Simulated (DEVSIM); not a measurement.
Structure: abrupt Si n-p junction, at 450 K.

| layer (left to right) | material | thickness (μm) | Nd (cm⁻³) | Na (cm⁻³) | τn (s) | τp (s) |
|---|---|---|---|---|---|---|
| 1 | Si | 89.0 | 9e18 | - | 0.00039 | 0.00039 |
| 2 | Si | 0.640 | - | 5.5e15 | 0.00039 | 0.00039 |

Left contact: ohmic. Right contact: ohmic. Voltage is applied to the left contact. Recombination: SRH at mid-gap, Auger. Gap narrowing is on: ΔEg = 6.92 meV × (l + √(l² + 0.5)), l = ln(N/1.3e17 cm⁻³), shared equally by both band edges. Mobility is constant in doping.

The device is made up for the run: typed textbook-type constants, with dimensions and the other settings drawn at random. Values at 300 K; Nc and Nv go as T^1.5, mobilities as T to minus their exponent, the gap by Varshni's rule with the affinity fixed.

| parameter | Si |
|---|---|
| gap (eV) | 1.124 |
| affinity (eV) | 4.05 |
| permittivity | 11.7 |
| Nc (cm⁻³) | 2.86e19 |
| Nv (cm⁻³) | 3.1e19 |
| μn (cm²/Vs) | 1417 |
| μp (cm²/Vs) | 470 |
| T exponent of μn | 2.3 |
| T exponent of μp | 2.2 |
| Cn (cm⁶/s) | 2.8e-31 |
| Cp (cm⁶/s) | 9.9e-32 |
| Varshni α (eV/K) | 0.000473 |
| Varshni β (K) | 636 |

Model (solved in DEVSIM): 1D drift-diffusion, Boltzmann statistics, complete ionisation; no tunnelling, impact ionisation, image-force lowering or self-heating.

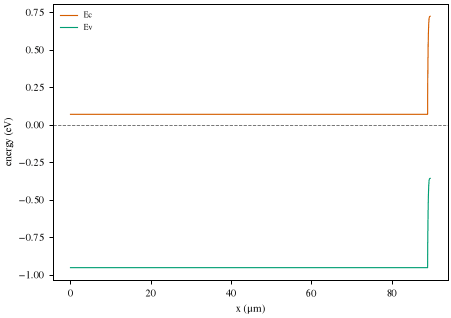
*Band edges at zero bias*

Energies count from the Fermi level of the right contact; mesh points crowd at the junctions.

```json
[
 {"x (μm)": "0.000", "Ec (eV)": "0.068", "Ev (eV)": "-0.954", "n (cm⁻³)": "9.0e18", "p (cm⁻³)": "1.2e9", "field (V/cm)": "≈ 0"},
 {"x (μm)": "0.03491", "Ec (eV)": "0.068", "Ev (eV)": "-0.954", "n (cm⁻³)": "9.0e18", "p (cm⁻³)": "1.2e9", "field (V/cm)": "≈ 0"},
 {"x (μm)": "0.1206", "Ec (eV)": "0.068", "Ev (eV)": "-0.954", "n (cm⁻³)": "9.0e18", "p (cm⁻³)": "1.2e9", "field (V/cm)": "≈ 0"},
 {"x (μm)": "0.3307", "Ec (eV)": "0.068", "Ev (eV)": "-0.954", "n (cm⁻³)": "9.0e18", "p (cm⁻³)": "1.2e9", "field (V/cm)": "≈ 0"},
 {"x (μm)": "1.182", "Ec (eV)": "0.068", "Ev (eV)": "-0.954", "n (cm⁻³)": "9.0e18", "p (cm⁻³)": "1.2e9", "field (V/cm)": "≈ 0"},
 {"x (μm)": "2.936", "Ec (eV)": "0.068", "Ev (eV)": "-0.954", "n (cm⁻³)": "9.0e18", "p (cm⁻³)": "1.2e9", "field (V/cm)": "≈ 0"},
 {"x (μm)": "7.239", "Ec (eV)": "0.068", "Ev (eV)": "-0.954", "n (cm⁻³)": "9.0e18", "p (cm⁻³)": "1.2e9", "field (V/cm)": "≈ 0"},
 {"x (μm)": "23.69", "Ec (eV)": "0.068", "Ev (eV)": "-0.954", "n (cm⁻³)": "9.0e18", "p (cm⁻³)": "1.2e9", "field (V/cm)": "≈ 0"},
 {"x (μm)": "54.17", "Ec (eV)": "0.068", "Ev (eV)": "-0.954", "n (cm⁻³)": "9.0e18", "p (cm⁻³)": "1.2e9", "field (V/cm)": "≈ 0"},
 {"x (μm)": "75.39", "Ec (eV)": "0.068", "Ev (eV)": "-0.954", "n (cm⁻³)": "9.0e18", "p (cm⁻³)": "1.2e9", "field (V/cm)": "≈ 0"},
 {"x (μm)": "83.47", "Ec (eV)": "0.068", "Ev (eV)": "-0.954", "n (cm⁻³)": "9.0e18", "p (cm⁻³)": "1.2e9", "field (V/cm)": "≈ 0"},
 {"x (μm)": "87.32", "Ec (eV)": "0.068", "Ev (eV)": "-0.954", "n (cm⁻³)": "9.0e18", "p (cm⁻³)": "1.2e9", "field (V/cm)": "≈ 0"},
 {"x (μm)": "88.33", "Ec (eV)": "0.068", "Ev (eV)": "-0.954", "n (cm⁻³)": "9.0e18", "p (cm⁻³)": "1.2e9", "field (V/cm)": "≈ 0"},
 {"x (μm)": "88.74", "Ec (eV)": "0.068", "Ev (eV)": "-0.954", "n (cm⁻³)": "9.0e18", "p (cm⁻³)": "1.2e9", "field (V/cm)": "≈ 0"},
 {"x (μm)": "88.94", "Ec (eV)": "0.068", "Ev (eV)": "-0.954", "n (cm⁻³)": "9.0e18", "p (cm⁻³)": "1.2e9", "field (V/cm)": "≈ 0"},
 {"x (μm)": "88.99", "Ec (eV)": "0.069", "Ev (eV)": "-0.954", "n (cm⁻³)": "9.0e18", "p (cm⁻³)": "1.2e9", "field (V/cm)": "720"},
 {"x (μm)": "89.02", "Ec (eV)": "0.248", "Ev (eV)": "-0.833", "n (cm⁻³)": "8.7e16", "p (cm⁻³)": "2.7e10", "field (V/cm)": "42000"},
 {"x (μm)": "89.07", "Ec (eV)": "0.402", "Ev (eV)": "-0.679", "n (cm⁻³)": "1.6e15", "p (cm⁻³)": "1.4e12", "field (V/cm)": "22000"},
 {"x (μm)": "89.26", "Ec (eV)": "0.670", "Ev (eV)": "-0.411", "n (cm⁻³)": "1.7e12", "p (cm⁻³)": "1.4e15", "field (V/cm)": "6400"},
 {"x (μm)": "89.48", "Ec (eV)": "0.720", "Ev (eV)": "-0.361", "n (cm⁻³)": "4.6e11", "p (cm⁻³)": "5.2e15", "field (V/cm)": "380"},
 {"x (μm)": "89.59", "Ec (eV)": "0.722", "Ev (eV)": "-0.359", "n (cm⁻³)": "4.3e11", "p (cm⁻³)": "5.4e15", "field (V/cm)": "97"},
 {"x (μm)": "89.64", "Ec (eV)": "0.722", "Ev (eV)": "-0.359", "n (cm⁻³)": "4.3e11", "p (cm⁻³)": "5.5e15", "field (V/cm)": "75"}
]
```
